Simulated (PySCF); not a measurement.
# C3H8B−: electronic excitations at several levels of theory

How much do the electronic excitations of C3H8B− (`[BH3-]C(=C)C`) depend on the level of theory, and what does each level cost?

Computed with PySCF 2.14.0, with density-fitted response routines of our own, on a single molecule in the gas phase. Atoms are numbered from 0 throughout.

### Step 1. The molecule as given

12 atoms, charge -1, multiplicity 1; geometry from: GFN2-xTB.

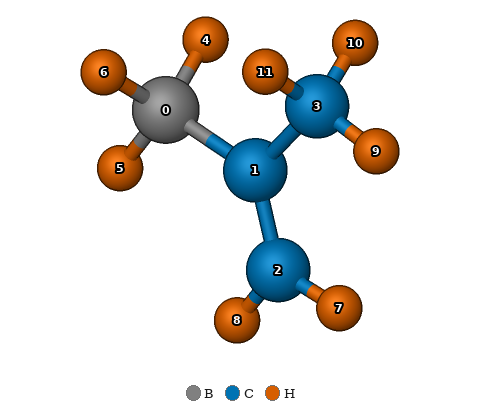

As it starts; boron grey, carbon blue, hydrogen orange, atoms numbered; sticks join atoms by distance.

### Step 2. Geometry optimisation at PBE0-D3(BJ)/def2-SVP

What the job is given:

```
{"job": {"xc": "PBE0", "basis": "def2-SVP", "d3": "d3bj", "grid": 1, "kind": "geom"}, "charge": -1, "multiplicity": 1}
B     -1.170192    -0.923076    -0.208269
C     -0.046663     0.230821     0.008824
C     -0.278400     1.535174     0.076387
C      1.379587    -0.240626     0.143697
H     -1.141933    -1.694355     0.746506
H     -2.289071    -0.443912    -0.307903
H     -0.906151    -1.551677    -1.229474
H      0.505764     2.285169     0.224605
H     -1.277152     1.939833    -0.010790
H      2.092103     0.582887     0.288169
H      1.464107    -0.923134     0.991149
H      1.669201    -0.797789    -0.748929
```

What it wrote:

```text
step   0  E = -143.68732809  max force = 0.022403
step   1  E = -143.68912977  max force = 0.002231
step   2  E = -143.68915376  max force = 0.000676
step   3  E = -143.68915490  max force = 0.000327
optimisation converged
```

It took 6.8 s on 1 thread, shared host.

Along the way:

| step | energy from step 0 (eV) | largest force component (eV/Å) |
| --- | --- | --- |
| 0 | 0.0000 | 1.1520 |
| 1 | -0.0490 | 0.1147 |
| 2 | -0.0497 | 0.0348 |
| 3 | -0.0497 | 0.0168 |

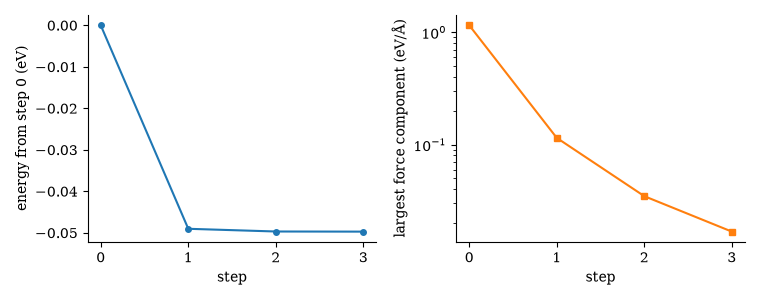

Energy and force, step by step.

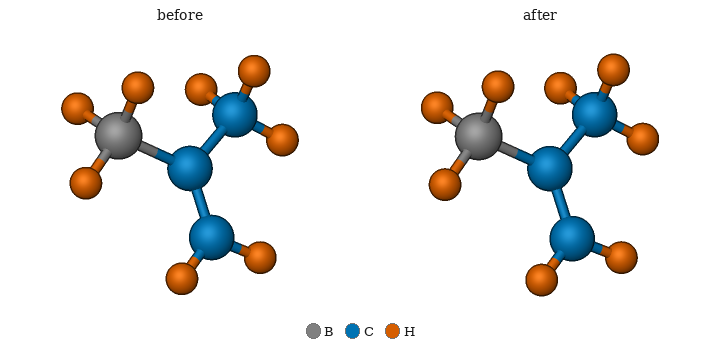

The geometry before (left) and after (right).

Distances of close pairs at the start and the end, largest changes first:

| bond | before (Å) | after (Å) | change (Å) |
| --- | --- | --- | --- |
| B0–H4 | 1.228 | 1.253 | +0.026 |
| B0–H6 | 1.228 | 1.253 | +0.026 |
| B0–H5 | 1.221 | 1.246 | +0.025 |
| C1–C2 | 1.327 | 1.347 | +0.020 |
| C2–H8 | 1.081 | 1.097 | +0.015 |
| C3–H10 | 1.091 | 1.105 | +0.013 |
| C3–H11 | 1.091 | 1.105 | +0.013 |
| C3–H9 | 1.099 | 1.107 | +0.009 |

The end geometry stands in the next job.

| at the end point | value |
| --- | --- |
| point group (found at 0.08 Å tolerance) | Cs |
| rotational constants (GHz, main isotopes) | 9.021, 7.748, 4.431 |

### Step 3. Ultraviolet spectrum: PBE0/aug-cc-pVDZ

What the job is given:

```
{"job": {"kind": "uv", "xc": "PBE0", "basis": "aug-cc-pVDZ"}, "charge": -1, "multiplicity": 1}
B     -1.164211    -1.051698    -0.234801
C     -0.040576     0.092059    -0.019168
C     -0.269315     1.417258     0.050327
C      1.383417    -0.386469     0.114029
H     -1.124893    -1.852103     0.729080
H     -2.308448    -0.568478    -0.335718
H     -0.887952    -1.708088    -1.266329
H      0.537989     2.154385     0.199372
H     -1.285918     1.818222    -0.040578
H      2.117673     0.429326     0.259605
H      1.473461    -1.090608     0.960540
H      1.678624    -0.964904    -0.779657
```

With the program's defaults for keys left out, this is: TDDFT PBE0/aug-cc-pVDZ, vertical, gas phase, core orbitals frozen in the response.

What it wrote:

```text
coarse grid: 9304 points
cycle   1  E = -143.6901577348  dE =  7.201e-02  |g| = 5.260e-01  |ddm| = 9.513e+00
cycle   2  E = -143.6237065294  dE =  6.645e-02  |g| = 7.095e-01  |ddm| = 4.191e+00
cycle   3  E = -143.7927482829  dE = -1.690e-01  |g| = 1.216e-01  |ddm| = 2.245e+00
cycle   4  E = -143.7962620942  dE = -3.514e-03  |g| = 3.537e-02  |ddm| = 2.900e-01
cycle   5  E = -143.7965424601  dE = -2.804e-04  |g| = 1.338e-02  |ddm| = 1.336e-01
cycle   6  E = -143.7965964202  dE = -5.396e-05  |g| = 1.333e-03  |ddm| = 4.237e-02
cycle   7  E = -143.7965969363  dE = -5.161e-07  |g| = 2.604e-04  |ddm| = 5.283e-03
final grid: 87808 points
cycle   8  E = -143.8052992680  dE = -3.323e-05  |g| = 6.519e-03  |ddm| = 4.038e-01
cycle   9  E = -143.8052922581  dE =  7.010e-06  |g| = 8.154e-03  |ddm| = 5.844e-02
cycle  10  E = -143.8053119630  dE = -1.970e-05  |g| = 1.048e-03  |ddm| = 2.224e-02
cycle  11  E = -143.8053122347  dE = -2.717e-07  |g| = 2.369e-04  |ddm| = 2.226e-03
cycle  12  E = -143.8053122483  dE = -1.361e-08  |g| = 7.750e-05  |ddm| = 9.868e-04
cycle  13  E = -143.8053122500  dE = -1.734e-09  |g| = 1.484e-05  |ddm| = 3.652e-04
cycle  14  E = -143.8053122501  dE = -6.105e-11  |g| = 3.059e-06  |ddm| = 7.410e-05
converged SCF energy = -143.8053122501

Static polarisability (au): isotropic 78.188, principal 63.356 78.891 92.316

Singlet excitations
state   eV       nm        f      main configurations
  1   3.7903    327.1   0.00020   H->L 0.97
  2   4.1621    297.9   0.01619   H->L+1 0.97
  3   4.3302    286.3   0.01102   H->L+2 0.98
  4   4.4395    279.3   0.06134   H->L+3 0.99
  5   4.7054    263.5   0.02814   H-1->L 0.94
  6   4.7972    258.5   0.00495   H->L+5 0.50, H->L+4 0.49
  7   4.8061    258.0   0.00293   H->L+4 0.50, H->L+5 0.48
  8   4.9603    250.0   0.05335   H-2->L 0.98
  9   5.0740    244.4   0.00349   H-1->L+1 0.82
 10   5.1174    242.3   0.01244   H-1->L+2 0.82, H-1->L+1 0.09

Triplet excitations (Tamm-Dancoff, eV): 3.7537 3.9463 4.1346 4.3044
```

It took 9 s on 1 thread, shared host.

The orbitals next to the gap, with their largest atomic shares:

| orbital | eV | atoms |
| --- | --- | --- |
| HOMO−3 | -3.13 | B0 29 %, C1 20 %, C2 14 % |
| HOMO−2 | -2.78 | C1 32 %, B0 28 %, C2 10 % |
| HOMO−1 | -2.43 | B0 46 %, H5 27 %, H6 8 % |
| HOMO | -1.62 | C2 32 %, B0 20 %, C1 20 % |
| LUMO | 2.97 | H9 29 %, H7 19 %, H10 13 % |
| LUMO+1 | 3.30 | H7 34 %, B0 15 %, H8 14 % |
| LUMO+2 | 3.45 | B0 26 %, H8 16 %, H9 16 % |

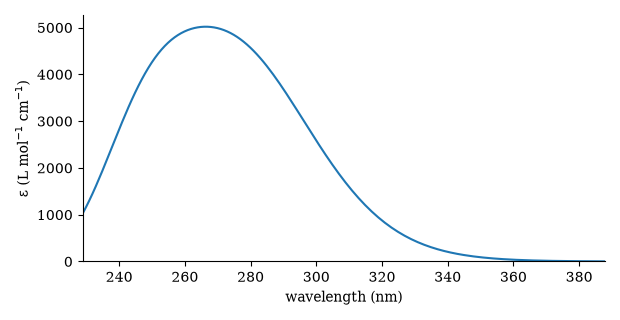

Absorption spectrum: each of the 10 states is a Gaussian band of 0.4 eV half-width at 1/e. Beyond the last state computed it falls off for lack of states.

Further results of this job:

| property | computed |
| --- | --- |
| polarisability (Å³) | 11.59 |
| HOMO–LUMO gap (eV) | 4.60 |
| −ε(HOMO) (eV) | 1.62 |

### Step 4. Ultraviolet spectrum: PBE0/def2-TZVPD

Same as in step 3 but for these lines:

```diff
@@ -1,2 +1,2 @@
-{"job": {"kind": "uv", "xc": "PBE0", "basis": "aug-cc-pVDZ"}, "charge": -1, "multiplicity": 1}
+{"job": {"kind": "uv", "xc": "PBE0", "basis": "def2-TZVPD"}, "charge": -1, "multiplicity": 1}
 B     -1.164211    -1.051698    -0.234801
```

Method: TDDFT PBE0/def2-TZVPD, vertical, gas phase, core orbitals frozen in the response.

What it wrote:

```text
coarse grid: 9304 points
cycle   1  E = -143.7389628384  dE =  4.828e-02  |g| = 5.508e-01  |ddm| = 3.024e+00
cycle   2  E = -143.6741129258  dE =  6.485e-02  |g| = 7.307e-01  |ddm| = 5.275e+00
cycle   3  E = -143.8460972637  dE = -1.720e-01  |g| = 1.269e-01  |ddm| = 4.429e+00
cycle   4  E = -143.8496952110  dE = -3.598e-03  |g| = 4.127e-02  |ddm| = 1.323e-01
cycle   5  E = -143.8500693612  dE = -3.742e-04  |g| = 1.393e-02  |ddm| = 5.995e-02
cycle   6  E = -143.8501250600  dE = -5.570e-05  |g| = 1.578e-03  |ddm| = 1.664e-02
cycle   7  E = -143.8501257018  dE = -6.417e-07  |g| = 3.049e-04  |ddm| = 4.767e-03
final grid: 87808 points
cycle   8  E = -143.8421887967  dE = -5.592e-05  |g| = 6.441e-03  |ddm| = 2.937e-01
cycle   9  E = -143.8421832263  dE =  5.570e-06  |g| = 7.688e-03  |ddm| = 2.791e-02
cycle  10  E = -143.8421998468  dE = -1.662e-05  |g| = 1.078e-03  |ddm| = 1.350e-02
cycle  11  E = -143.8422001067  dE = -2.599e-07  |g| = 3.803e-04  |ddm| = 1.341e-03
cycle  12  E = -143.8422001413  dE = -3.464e-08  |g| = 8.530e-05  |ddm| = 6.868e-04
cycle  13  E = -143.8422001433  dE = -1.970e-09  |g| = 1.951e-05  |ddm| = 1.507e-04
cycle  14  E = -143.8422001434  dE = -1.022e-10  |g| = 3.383e-06  |ddm| = 4.943e-05
converged SCF energy = -143.8422001434

Static polarisability (au): isotropic 75.817, principal 60.904 77.440 89.106

Singlet excitations
state   eV       nm        f      main configurations
  1   4.3961    282.0   0.00036   H->L 0.98
  2   5.0750    244.3   0.02649   H->L+1 0.87, H->L+2 0.10
  3   5.1608    240.2   0.01568   H->L+2 0.88, H->L+1 0.10
  4   5.2568    235.9   0.04800   H-1->L 0.96
  5   5.5519    223.3   0.07255   H-2->L 0.99
  6   5.8232    212.9   0.22886   H->L+3 0.90
  7   5.9065    209.9   0.02211   H-1->L+1 0.91
  8   5.9378    208.8   0.01138   H-3->L 0.96
  9   6.1663    201.1   0.00305   H->L+4 0.83, H-2->L+3 0.10
 10   6.1710    200.9   0.01239   H-1->L+2 0.92

Triplet excitations (Tamm-Dancoff, eV): 4.1264 4.3272 4.9972 5.1167
```

Wall time 14 s (1 thread, shared host).

Key values: HOMO -1.62 eV, LUMO 3.69 eV; lowest singlet 4.40 eV.

### Step 5. Ultraviolet spectrum: PBE0/6-31+G*

Same as in step 4 but for these lines:

```diff
@@ -1,2 +1,2 @@
-{"job": {"kind": "uv", "xc": "PBE0", "basis": "def2-TZVPD"}, "charge": -1, "multiplicity": 1}
+{"job": {"kind": "uv", "xc": "PBE0", "basis": "6-31+G*"}, "charge": -1, "multiplicity": 1}
 B     -1.164211    -1.051698    -0.234801
```

Method: TDDFT PBE0/6-31+G*, vertical, gas phase, core orbitals frozen in the response.

What it wrote:

```text
coarse grid: 9304 points
cycle   1  E = -143.7166123049  dE =  6.007e-02  |g| = 5.333e-01  |ddm| = 2.936e+00
cycle   2  E = -143.6597191676  dE =  5.689e-02  |g| = 6.917e-01  |ddm| = 8.671e+00
cycle   3  E = -143.8199506161  dE = -1.602e-01  |g| = 1.158e-01  |ddm| = 4.635e+00
cycle   4  E = -143.8231109063  dE = -3.160e-03  |g| = 3.484e-02  |ddm| = 2.924e-01
cycle   5  E = -143.8233891994  dE = -2.783e-04  |g| = 1.257e-02  |ddm| = 8.491e-02
cycle   6  E = -143.8234367959  dE = -4.760e-05  |g| = 1.231e-03  |ddm| = 6.471e-02
cycle   7  E = -143.8234372227  dE = -4.268e-07  |g| = 2.290e-04  |ddm| = 5.099e-03
final grid: 87808 points
cycle   8  E = -143.7923908925  dE = -2.181e-05  |g| = 6.611e-03  |ddm| = 5.637e-02
cycle   9  E = -143.7923845052  dE =  6.387e-06  |g| = 8.150e-03  |ddm| = 3.339e-02
cycle  10  E = -143.7924042440  dE = -1.974e-05  |g| = 9.755e-04  |ddm| = 1.957e-02
cycle  11  E = -143.7924044808  dE = -2.367e-07  |g| = 1.930e-04  |ddm| = 1.329e-03
cycle  12  E = -143.7924044899  dE = -9.125e-09  |g| = 6.284e-05  |ddm| = 1.071e-03
cycle  13  E = -143.7924044910  dE = -1.147e-09  |g| = 1.159e-05  |ddm| = 2.650e-04
cycle  14  E = -143.7924044911  dE = -3.712e-11  |g| = 2.716e-06  |ddm| = 8.596e-05
converged SCF energy = -143.7924044911

Static polarisability (au): isotropic 69.872, principal 56.025 68.152 85.441

Singlet excitations
state   eV       nm        f      main configurations
  1   4.3982    281.9   0.00004   H->L 0.97
  2   4.9620    249.9   0.16439   H->L+1 0.99
  3   4.9824    248.8   0.01696   H->L+2 0.94
  4   5.1316    241.6   0.01995   H->L+3 0.94
  5   5.3494    231.8   0.04413   H-1->L 0.96
  6   5.4797    226.3   0.00245   H->L+4 0.95
  7   5.5868    221.9   0.04516   H-2->L 0.99
  8   5.6688    218.7   0.00136   H-1->L+1 0.97
  9   5.7606    215.2   0.00371   H->L+5 0.86
 10   5.8747    211.0   0.00449   H-2->L+1 0.84

Triplet excitations (Tamm-Dancoff, eV): 4.0170 4.3270 4.9200 5.0726
```

Run time: 3.9 s. Hardware: 1 thread, shared host.

Key values: HOMO -1.57 eV, LUMO 3.77 eV; lowest singlet 4.40 eV.

### Step 6. Side by side: electronic excitations

Excitations and ground-state properties, with basis size and wall time:

| run | lowest singlet (eV) | brightest (eV) | f | gap (eV) | α (Å³) | functions | time |
| --- | --- | --- | --- | --- | --- | --- | --- |
| PBE0/aug-cc-pVDZ | 3.79 | 4.44 | 0.061 | 4.60 | 11.59 | 164 | 9 s |
| PBE0/def2-TZVPD | 4.40 | 5.82 | 0.229 | 5.31 | 11.23 | 220 | 14 s |
| PBE0/6-31+G* | 4.40 | 4.96 | 0.164 | 5.35 | 10.35 | 88 | 3.9 s |

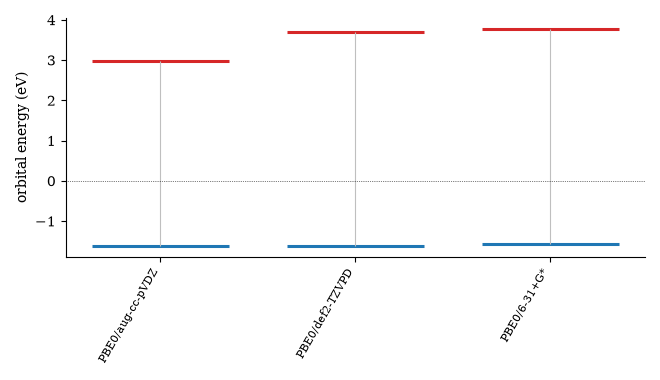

HOMO (blue) and LUMO (red) run by run.

### Step 7. What came out

| quantity | value |
| --- | --- |
| point group | Cs |
| rotational constants (main isotopes) | 9.02, 7.75, 4.43 GHz |
| lowest singlet (PBE0/aug-cc-pVDZ) | 3.79 eV (327 nm), f = 0.000 |
| brightest single state of those computed | state 4, 4.44 eV, f = 0.061 |
| lowest triplet | 3.75 eV |
| range of the lowest singlet | 3.79 to 4.40 eV |

**Reading.** Single values in the summary come from the first run of each kind that ended normally (PBE0/aug-cc-pVDZ), which need not be the best level. The optimisation took 3 steps and gained 0.050 eV; among the close pairs (by a distance rule), B0–H4 changed most, from 1.228 to 1.253 Å. No frequency check was run at this level, so the end point may be a saddle. The first singlet state (HOMO→LUMO 0.97) lies at 3.79 eV and is dark; of the 10 states computed, the strongest absorption comes from state 4 at 4.44 eV. The lowest triplet lies 0.04 eV below the lowest singlet (triplets in Tamm-Dancoff, singlets in full TDDFT). The lowest singlet lies above −ε(HOMO); no detachment energy was computed, so the anion's states may not be bound. The lowest singlet runs from 3.79 eV (PBE0/aug-cc-pVDZ) to 4.40 eV (PBE0/6-31+G*), while the orbital gap spans 4.60 to 5.35 eV. The lowest state need not be the same one in every run.
